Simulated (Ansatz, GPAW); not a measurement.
# STM contrast on Mg/Ti(0001), part 3 of 3

What would a tunnelling microscope show on Mg/Ti(0001)?

GPAW 26.7.0 and Ansatz 0.2.0; Ansatz plane waves; slab in vacuum with a dipole correction, relaxation (the session's first sound run).

So far, lower work function (eV): step 2 (relaxation, PBE) 4.41; step 3 (plane waves, PBE) 4.42.

## 4. A second plane-wave code

A second program with its own datasets checks the number independently.

This step: Ansatz plane waves; slab in vacuum with a dipole correction (Ansatz 0.2.0).

The input, input.yaml:

```yaml
crystal:
  lattice:
    - [5.9, 0.0, 0.0]
    - [2.95, 5.1095498823, 0.0]
    - [0.0, 0.0, 27.8220986065]
  atoms:
    - { symbol: Ti, position: [0.3333333333, 0.3333333334, 0.3234838654] }
    - { symbol: Ti, position: [0.0, 0.0, 0.4076723385] }
    - { symbol: Ti, position: [0.3256205887, 0.3372038435, 0.4941906175] }
    - { symbol: Ti, position: [0.0033102097, -0.0021157452, 0.5711261492] }
    - { symbol: Ti, position: [0.3333333333, 0.8333333333, 0.3234838654] }
    - { symbol: Ti, position: [0.0, 0.5, 0.4076723385] }
    - { symbol: Ti, position: [0.3334937773, 0.8330124453, 0.4912940309] }
    - { symbol: Ti, position: [0.00025472, 0.49949056, 0.5784241209] }
    - { symbol: Ti, position: [0.8333333333, 0.3333333334, 0.3234838654] }
    - { symbol: Ti, position: [0.5, 0.0, 0.4076723385] }
    - { symbol: Ti, position: [0.8371755677, 0.3372038435, 0.4941906175] }
    - { symbol: Ti, position: [0.4988055355, -0.0021157452, 0.5711261492] }
    - { symbol: Ti, position: [0.8333333333, 0.8333333333, 0.3234838654] }
    - { symbol: Ti, position: [0.5, 0.5, 0.4076723385] }
    - { symbol: Ti, position: [0.8375441862, 0.8249116275, 0.4940785788] }
    - { symbol: Ti, position: [0.4984783308, 0.5030433384, 0.5712841261] }
    - { symbol: Mg, position: [0.3324956676, -0.1649913352, 0.6561223001] }
kpoints:
  mp_grid: { grid: [6, 6, 1] }
hamiltonian:
  xc: pbe
scf:
  occupations: { method: fermi_dirac, width: 0.1 }
efield:
  axis: 3
  dipole_correction: true
  ramp_width: 0.05
output:
  forces: true
  band_densities:
    - { e_range: [-2.0, 0] }
    - { e_range: [-1.0, 0] }
    - { e_range: [0, 1.5] }
  write_potential: true
  write_density: true
  volumetric_format: npy
```

The run is started by

```console
> ansatz run input.yaml --threads 4 --pin off --max-ram 8192MiB --backend cpu --events-out ev --progress --plain --runs-dir out
```

Numbers of over 12 decimals in the logs are rounded to 6 here.

Output:

```text
[...]
Crystal: 17 atoms, lattice volume = 838.735 Å³
Basis set: ecut = 420 eV, 16293 PW (Γ), exchange–correlation on 80×80×384 points (8 copies of the dense FFT grid, shifted against one another)
Bands: 122, of which v1, the nominal top of the filled ones, is band 101 counted from 1 (100 counted from 0)
Symmetry: 2 space group operations
[...]
k-points: 13 of 36 (time reversal used)
[...]
SCF iter   1: F=—  HF=-41911.639364 eV  |F-HF|=—  |Δ(HF+E_count)|=         —  Δρ=6.60e-3  dr2=3.43e0  ethr=1.77e-3  p=0.181 e·Å  D=3.90e-2 V/Å  ΔV_dip=-1.08 eV  dr2_dipole=4.03e-1  V_vac-E_F(+/−)=3.02/4.11 eV  ⟨swp⟩=9.5  Hψ=6994  notcnv=0
[...]
SCF iter   9: F=-41911.579281 eV  HF=-41911.579281 eV  |F-HF|=6.14e-9  |Δ(HF+E_count)|=   2.32e-7  Δρ=1.95e-6  dr2=5.91e-8  ethr=4.95e-11  p=0.228 e·Å  D=4.92e-2 V/Å  ΔV_dip=-1.37 eV  dr2_dipole=9.78e-10  V_vac-E_F(+/−)=3.04/4.41 eV  ⟨swp⟩=18.6  Hψ=14741  notcnv=0
SCF 1 converged in 9 iterations: F = -41911.579281 eV  dr2 = 5.91e-8
[...]
NSCF: frozen V_eff on 13 k-points
efield: sawtooth ramp at fractional position 0.9648 (kept from the solve that this one continues, or follows in the run), width 0.0500; the density the first Hamiltonian is built on has a dipole p = 0.228 e·Å; the dipole correction subtracts the counter field D = 4.92e-2 V/Å, which shifts the + side's vacuum level by -1.37 eV against the − side's; the planar-averaged density in the ramp window peaks in size at 5.9e-6 e/Å³
[...]
SCF converged after 9 iterations
Free energy (F): -41911.579281 eV
[...]
Internal energy: -41910.598287 eV  (E = F + TS)
E sigma→0 (E₀):  -41911.088784 eV
Entropy (-TS):   -0.980994 eV (-57.706 meV/atom)
Fermi energy:    2.289954 eV
Dipole field:    D = 0.049166 V/Å  (p = 0.227889 e·Å, saw-weighted, corrected)
Work function:   Φ+ = 3.0426 eV   Φ− = 4.4105 eV
[...]
--- Forces (eV/Å), atoms counted from 1 ---
  atom   1  Ti     0.01449317    -0.00924891     0.57599464
  atom   2  Ti    -0.05172083     0.03023867    -0.61968451
  atom   3  Ti     0.00052551    -0.00482704    -0.00302281
  atom   4  Ti     0.00104984     0.00104373     0.00059281
  atom   5  Ti     0.00000000     0.00056445     0.54629513
  atom   6  Ti     0.00000000    -0.00328364    -0.43160109
  atom   7  Ti     0.00000000     0.00211305     0.00611875
  atom   8  Ti     0.00000000     0.00078896     0.00623239
  atom   9  Ti    -0.01449317    -0.00924891     0.57599464
  atom  10  Ti     0.05172083     0.03023867    -0.61968451
  atom  11  Ti    -0.00052551    -0.00482704    -0.00302281
  atom  12  Ti    -0.00104984     0.00104373     0.00059281
  atom  13  Ti     0.00000000     0.01739852     0.57507512
  atom  14  Ti     0.00000000    -0.05980884    -0.61583931
  atom  15  Ti     0.00000000     0.00608016     0.00380316
  atom  16  Ti     0.00000000     0.00074466    -0.00181344
  atom  17  Mg     0.00000000     0.00099804     0.00411023
  max |Σ_I F_I| component: 1.41e-4 eV/Å
--- Band table (eV; the first three rows and the last of 13) ---
  k-point 0: bands = [... 97 lower, 2.3079, 2.6314, 2.6546, 2.6554, 2.6757, 2.7384, 2.9592, 2.9597, ... 17 higher]
  k-point 1: bands = [... 97 lower, 2.2867, 2.4298, 2.5236, 2.5412, 2.5630, 2.6397, 2.8029, 2.8342, ... 17 higher]
  k-point 2: bands = [... 97 lower, 2.1116, 2.1307, 2.2897, 2.3019, 2.3452, 2.3691, 2.4943, 2.5345, ... 17 higher]
  k-point 12: bands = [... 97 lower, 1.9109, 1.9644, 2.0680, 2.1297, 2.1674, 2.2255, 2.3011, 2.3610, ... 17 higher]
--- Band densities, each state counted as filled ---
  window                                       electrons  max residual (eV)  cut levels
  e_range: [-2, 0]                             46.722222             6.8e-9           0
  e_range: [-1, 0]                             26.500000             6.8e-9           0
  e_range: [0, 1.5]                            52.611111             2.4e-6           0
```

The job ended after 2.6 min (4 threads of Arm Neoverse V1, shared host; peak memory 3.5 GiB; 10 min of CPU time).

Reading the cycles: dr2 is the Hartree energy of the density residual (eV), the measure of convergence; HF is the Harris–Foulkes estimate of the energy, which meets the free energy F at convergence.

Numbers from this step:

- upper work function: 3.043 eV
- lower work function: 4.411 eV
- dipole along the normal: 0.2279 e·Å
- dipole field: 0.04917 V/Å
- vacuum level above: 5.333 eV
- vacuum level below: 6.700 eV
- corrugation e range -2 0 4: 0.6365 Å
- decay e range -2 0: 1.025 Å⁻¹
- apparent barrier e range -2 0: 4.001 eV, hbar² kappa² / 2m (holds the in-plane momentum too)
- corrugation e range -1 0 4: 0.5888 Å
- decay e range -1 0: 0.9757 Å⁻¹
- apparent barrier e range -1 0: 3.627 eV, hbar² kappa² / 2m (holds the in-plane momentum too)
- corrugation e range 0 1.5 4: 1.052 Å
- decay e range 0 1.5: 0.7272 Å⁻¹
- apparent barrier e range 0 1.5: 2.015 eV, hbar² kappa² / 2m (holds the in-plane momentum too)

The electrostatic potential energy of an electron (with the applied field's), less the Fermi level, planar mean oscillates, so the rows of the table below give means over windows of 2 Å about each position, cut where the curve ends. Its maxima inside the range that stand out by 2 % of the span (Å: eV): 2.2: 4.41, 10.1: -0.181, 12.6: -0.194, 14.8: -1.19, 17.5: 1.59. Its minima: 9.0: -12.8, 11.3: -12.6, 13.8: -12.5, 15.9: -12.5, 18.3: -0.873.

Table of electrostatic potential energy of an electron (with the applied field's), less the Fermi level, planar mean by z; means over each step:

| z (Å) | electrostatic potential energy of an electron (with the applied field's), less the Fermi level, planar mean (eV) |
| --- | --- |
| 0 | 4.33 |
| 2 | 4.41 |
| 4 | 4.41 |
| 6 | 4.26 |
| 8 | -2.93 |
| 10 | -5.68 |
| 12 | -6.28 |
| 14 | -7.55 |
| 16 | -7.74 |
| 18 | 0.488 |
| 20 | 2.69 |
| 22 | 3.04 |
| 24 | 3.04 |
| 26 | 3.05 |

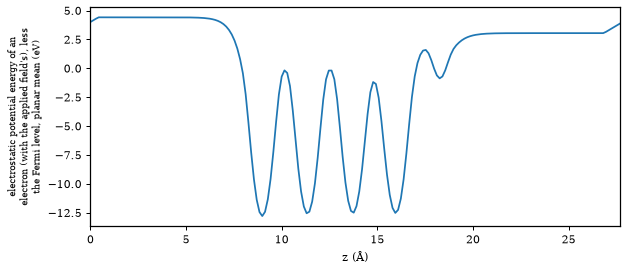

Electrostatic potential energy of an electron (with the applied field's), less the Fermi level, planar mean, plotted against z.

The valence density, planar mean oscillates, so the rows of the table below give means over windows of 2.32 Å about each position, cut where the curve ends. Its maxima inside the range that stand out by 2 % of the span (Å: e/Å³): 9.0: 1.49, 11.3: 1.49, 13.8: 1.48, 15.9: 1.47, 18.3: 0.455. Its minima: 10.1: 0.191, 12.5: 0.183, 14.8: 0.218, 17.5: 0.0728.

The valence density, planar mean by z; means over each step:

| z (Å) | valence density, planar mean (e/Å³) |
| --- | --- |
| 3.48 | 1.7e-5 |
| 5.80 | 0.00309 |
| 8.12 | 0.504 |
| 10.44 | 0.676 |
| 12.76 | 0.649 |
| 15.08 | 0.742 |
| 17.40 | 0.291 |
| 19.72 | 0.0231 |
| 22.04 | 1.6e-4 |
| 24.36 | 0 |

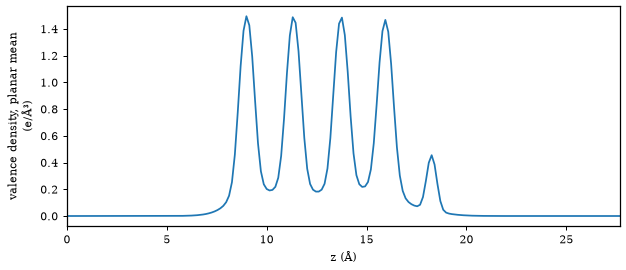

Valence density, planar mean, plotted against z.

E_range_-2_0. The planar mean of the window's density by height over the top atom:

| height over the top atom (Å) | planar mean of the window's density (e/Å³) |
| --- | --- |
| 1.50 | 0.00482 |
| 1.90 | 0.00244 |
| 2.50 | 7.9e-4 |
| 2.90 | 3.6e-4 |
| 3.50 | 1.1e-4 |
| 3.90 | 4.8e-5 |
| 4.50 | 1.4e-5 |
| 4.90 | 6.1e-6 |
| 5.50 | 1.7e-6 |
| 5.90 | 7.6e-7 |
| 6.50 | 2.2e-7 |
| 6.90 | 9.7e-8 |
| 7.50 | 2.8e-8 |
| 7.90 | 1.3e-8 |

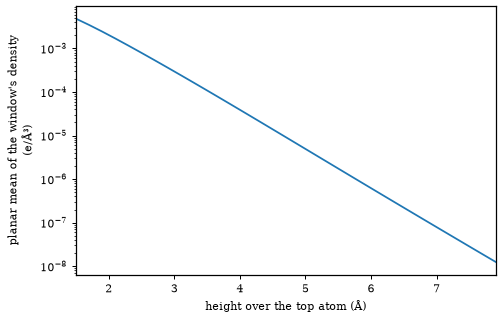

Planar mean of the window's density against height over the top atom.

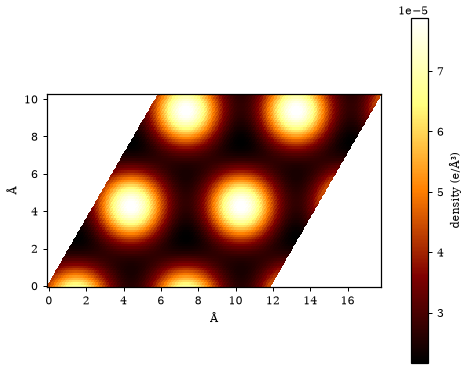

Density over a1 and a2. Constant height 4 Å over the top atom, window e_range_-2_0. The cell is repeated, with its origin at the lower left corner.

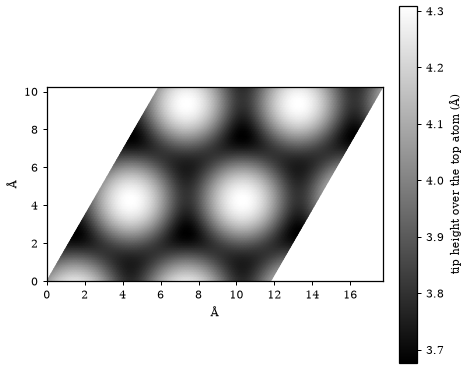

Tip height over the top atom over a1 and a2. Constant current at the density 3.904e-05 e/Å^3, window e_range_-2_0. The cell is repeated, with its origin at the lower left corner.

E_range_-1_0. Table of planar mean of the window's density by height over the top atom:

| height over the top atom (Å) | planar mean of the window's density (e/Å³) |
| --- | --- |
| 1.50 | 0.00240 |
| 1.90 | 0.00126 |
| 2.50 | 4.4e-4 |
| 2.90 | 2.1e-4 |
| 3.50 | 6.7e-5 |
| 3.90 | 3.1e-5 |
| 4.50 | 9.5e-6 |
| 4.90 | 4.3e-6 |
| 5.50 | 1.3e-6 |
| 5.90 | 5.8e-7 |
| 6.50 | 1.8e-7 |
| 6.90 | 7.9e-8 |
| 7.50 | 2.4e-8 |
| 7.90 | 1.1e-8 |

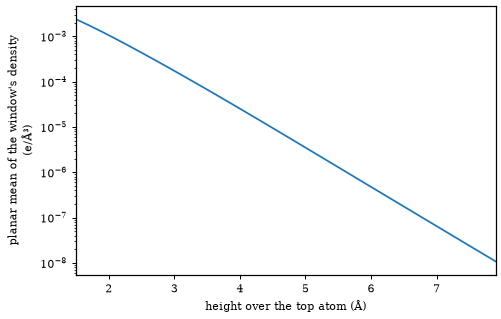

Planar mean of the window's density, plotted against height over the top atom.

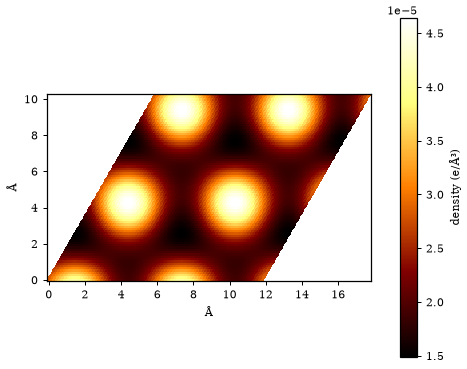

Density over a1 and a2. Constant height 4 Å over the top atom, window e_range_-1_0. The cell is repeated, with its origin at the lower left corner.

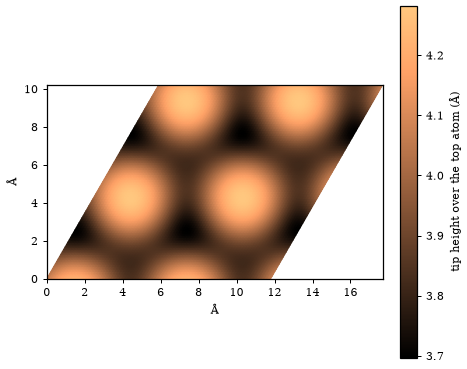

Tip height over the top atom over a1 and a2. Constant current at the density 2.540e-05 e/Å^3, window e_range_-1_0. The cell is repeated, with its origin at the lower left corner.

E_range_0_1.5. Table of planar mean of the window's density by height over the top atom:

| height over the top atom (Å) | planar mean of the window's density (e/Å³) |
| --- | --- |
| 1.5 | 0.0153 |
| 2.0 | 0.00890 |
| 2.5 | 0.00470 |
| 3.0 | 0.00237 |
| 3.5 | 0.00117 |
| 4.0 | 5.7e-4 |
| 4.5 | 2.7e-4 |
| 5.0 | 1.3e-4 |
| 5.5 | 6.2e-5 |
| 6.0 | 2.9e-5 |
| 6.5 | 1.4e-5 |
| 7.0 | 6.5e-6 |
| 7.5 | 3.1e-6 |

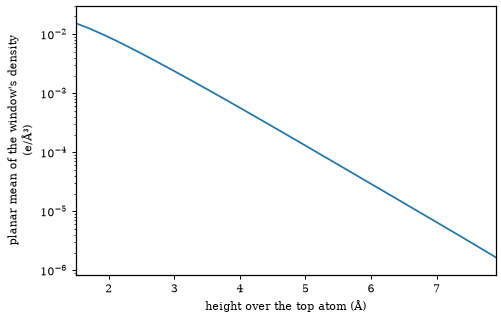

Planar mean of the window's density, plotted against height over the top atom.

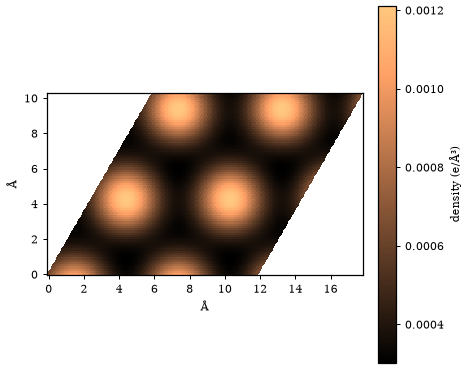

Density over a1 and a2. Constant height 4 Å over the top atom, window e_range_0_1.5. The cell is repeated, with its origin at the lower left corner.

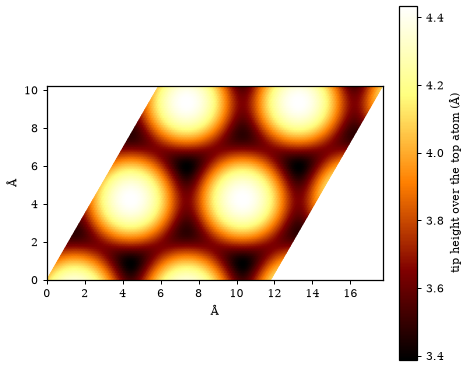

Tip height over the top atom over a1 and a2. Constant current at the density 5.677e-04 e/Å^3, window e_range_0_1.5. The cell is repeated, with its origin at the lower left corner.

Force by atom:

| atom | x (eV/Å) | y (eV/Å) | z (eV/Å) | size |
| --- | --- | --- | --- | --- |
| Ti1 | 0.014 | -0.009 | 0.576 | 0.576 |
| Ti2 | -0.052 | 0.030 | -0.620 | 0.623 |
| Ti3 | 0.001 | -0.005 | -0.003 | 0.006 |
| Ti4 | 0.001 | 0.001 | 0.001 | 0.002 |
| Ti5 | 0.000 | 0.001 | 0.546 | 0.546 |
| Ti6 | 0.000 | -0.003 | -0.432 | 0.432 |
| Ti7 | 0.000 | 0.002 | 0.006 | 0.006 |
| Ti8 | 0.000 | 0.001 | 0.006 | 0.006 |
| Ti9 | -0.014 | -0.009 | 0.576 | 0.576 |
| Ti10 | 0.052 | 0.030 | -0.620 | 0.623 |
| Ti11 | -0.001 | -0.005 | -0.003 | 0.006 |
| Ti12 | -0.001 | 0.001 | 0.001 | 0.002 |
| Ti13 | 0.000 | 0.017 | 0.575 | 0.575 |
| Ti14 | 0.000 | -0.060 | -0.616 | 0.619 |
| Ti15 | 0.000 | 0.006 | 0.004 | 0.007 |
| Ti16 | 0.000 | 0.001 | -0.002 | 0.002 |
| Mg17 | 0.000 | 0.001 | 0.004 | 0.004 |

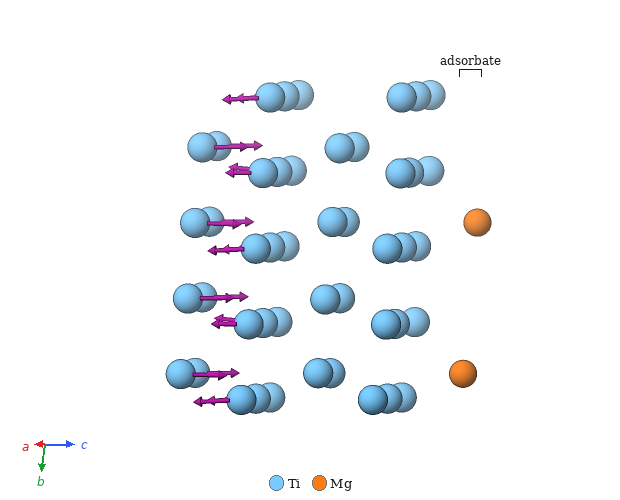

Force as arrows, the longest 0.623 eV/Å. 1×2×1 cells are drawn. Some periodic images of atoms are drawn too.

The upper face's work function is 3.043 eV, against 3.042 eV in the first plane-wave PBE run at this geometry.

## 5. Side by side

Results and costs are gathered.

This step: comparison of work functions, dipole and cost (GPAW 26.7.0).

Ladder, by row:

| step | code | work function, upper (eV) | work function, lower (eV) | dipole (e Å) | wall time (s) | peak memory (GiB) | threads |
| --- | --- | --- | --- | --- | --- | --- | --- |
| pw | GPAW | 3.042 | 4.416 | 0.2289 | 6417 | 2.23 | 1 |
| ansatz | Ansatz | 3.043 | 4.411 | 0.2279 | 154.7 | 3.498 | 4 |

## 6. Results

```
work function, upper and lower face : 3.042 and 4.416 eV
dipole along the normal             : 0.229 e Å
corrugation at -2 V                 : 0.650 Å
corrugation at -1 V                 : 0.597 Å
corrugation at 1.5 V                : 1.05 Å
```

What this shows: The corrugation at constant current is largest at 1.5 V, where the tip height varies by 1.1 Å over the cell. Negative sample bias images filled states, positive bias empty ones. The two faces differ by 1.4 eV, the step that the slab's dipole makes (e p/(ε0 A) gives 1.4 eV), so the dipole layer is needed. The two plane-wave codes differ by 1.6e-4 eV on the upper face. The images are of Tersoff-Hamann type: an s-wave tip, no tip-sample forces, heights closer than in a microscope. Ansatz gives corrugations of 0.64 Å at -2 V (GPAW 0.65), 0.59 Å at -1 V (GPAW 0.60) and 1.1 Å at 1.5 V (GPAW 1.1). GPAW's time includes a further run over the whole zone for the images, so the two times are not like for like. The cell of 30.1 Å² holds one Mg, started on one chosen site; other sites and coverages weren't tried. The runs had no spin polarisation, so a magnetic state, which thin layers of d-metal atoms can have, wasn't tested. The in-plane lattice was kept as typed, which isn't the functional's own and leaves some strain; spin-orbit coupling and temperature are left out.

[Logs are printed without paths, hosts, clocks, repeated set-up lines and the standing remarks that a program may print on its own settings, such as how far it seeks lower states.]

[Hosts, paths, dates, database ids (printed as entryN), source tags and the programs' standing remarks are cut or masked in the printed files.]
